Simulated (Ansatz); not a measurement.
**FHSSi: density, localisation and related maps**

```yaml
atoms:
  - { symbol: F, position_ang: [-1.6955, -0.8016, -3.3207] }
  - { symbol: S, position_ang: [0.5072, -2.1540, -1.9897] }
  - { symbol: Si, position_ang: [-1.3476, -2.3590, -3.0658] }
  - { symbol: H, position_ang: [0.5169, -0.8089, -2.0288] }
```

Geometry: PBE0-D4/def2-TZVP.

All numbers below come from isolated molecule in a Gaussian basis; Kohn-Sham density functional theory, functional PBE0 in Ansatz.

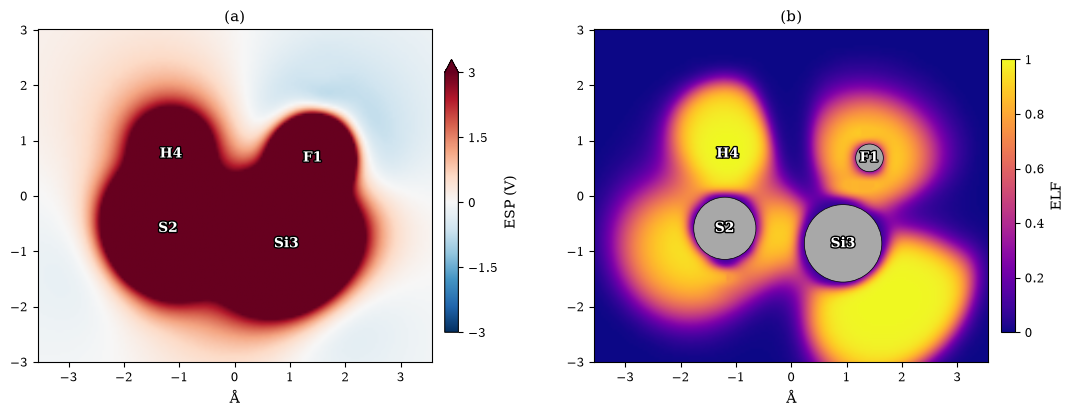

Figure 1. (a) electrostatic potential; (b) ELF on the molecular plane. Grey discs cover the atomic cores in the ELF map.

### Interpret the plot.

Atoms in the plane: F, S, Si and H. Si–F (1.62 Å): the ELF peaks at about 0.85 in the valence shell of F, 0.6 Å from its nucleus, and is about 0.40 at the midpoint. Si–S (2.15 Å): the ELF peaks at about 0.90 between the atoms (a shared electron pair). S–H (1.35 Å): the ELF climbs to about 1 towards the hydrogen, as it does in any bond to H. The ELF also peaks beside Si3, S2 and F1, away from the bonds: lone-pair regions. Outside the dense part of the molecule the potential is most negative (−0.8 V) near F1.

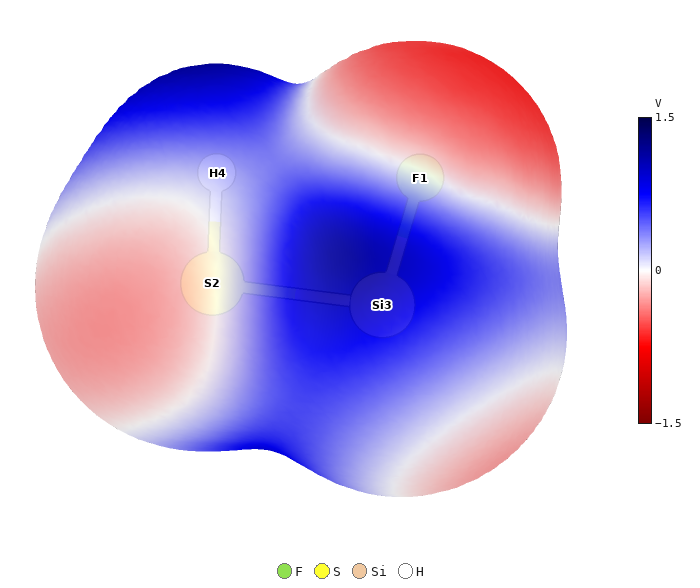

Figure 2. The molecular electrostatic potential painted on the density surface at 0.001 e/bohr³, seen at a tilt; the colour scale runs from red (negative) to blue (positive).

### Which sites attract a positive test charge, and which a negative one?

A positive charge is drawn to the negative regions and a negative charge to the positive ones. The most negative region (about −0.6 V, or −14 kcal/mol for a unit charge) lies over F1, the most positive (about +1.1 V, or +25 kcal/mol for a unit charge) over Si3 and H4.

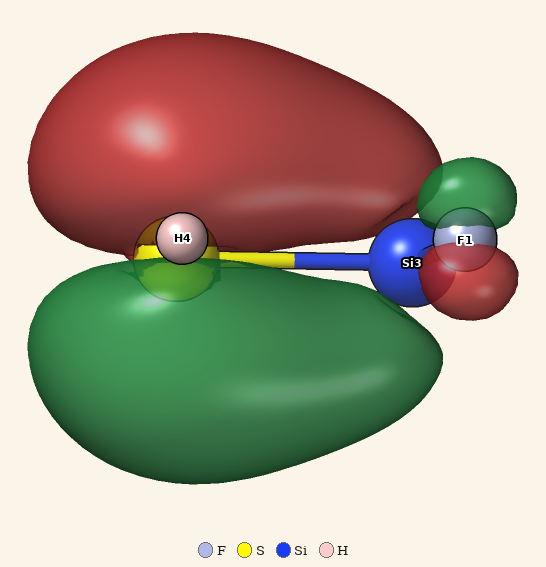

Figure 3. The HOMO−1 at ±0.08 Å⁻³ᐟ² (green and red are the two phases), seen from one side.

### Describe this orbital and give its energy.

By Hirshfeld shares it lies mainly on S2 (about 80 %); it changes sign across the molecular plane (π type). Its energy is −8.33 eV.

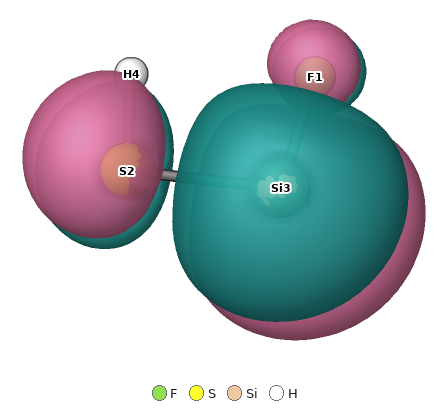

Figure 4. One frontier orbital at ±0.06 Å⁻³ᐟ² (teal and pink are the two phases), seen across its widest extent.

### Which orbital is it: HOMO or LUMO?

The LUMO, at −2.26 eV. By Hirshfeld shares it lies mainly on Si3 (about 75 %) and S2 (about 15 %); it changes sign across the molecular plane (π type).
